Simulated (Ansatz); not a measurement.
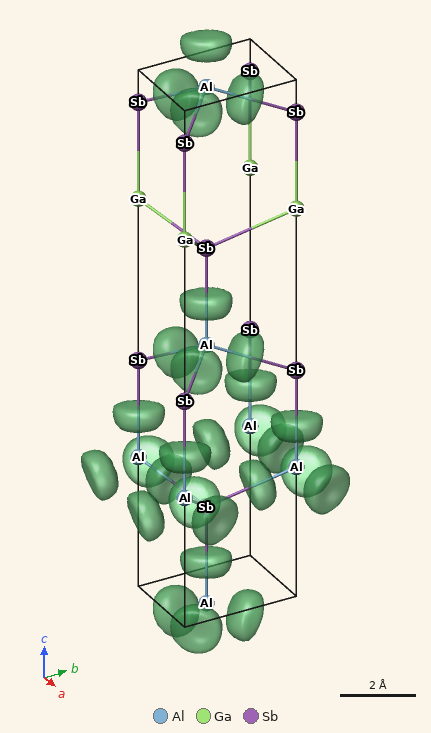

Figure. Al₃GaSb₄. Isosurface of the ELF at 0.75 (green), seen slightly off an axis. Only the valence region is drawn (cores and ρ < 0.01 e/Å³ removed). Sticks mark near contacts.

Space group P3m1; a structure generated by program, which may or may not match a known phase.

Method: Ansatz 0.2.0, DFT PBE, spin-orbit coupling, plane waves, PAW.

Core electrons are frozen (PAW), and the valence fields are smoothed inside the atomic spheres.

Question: Where are the electrons localised?

Answer: The ELF exceeds this value in twelve regions between bonded Al–Sb atoms (shared pairs), counted in one cell of 8 atoms. Regions shared between cells count once.

Values along the shortest contacts:
Al–Sb (2.69 Å): the ELF is about 0.85 at the midpoint. Ga–Sb (2.69 Å): the ELF peaks at about 0.70 between the atoms.
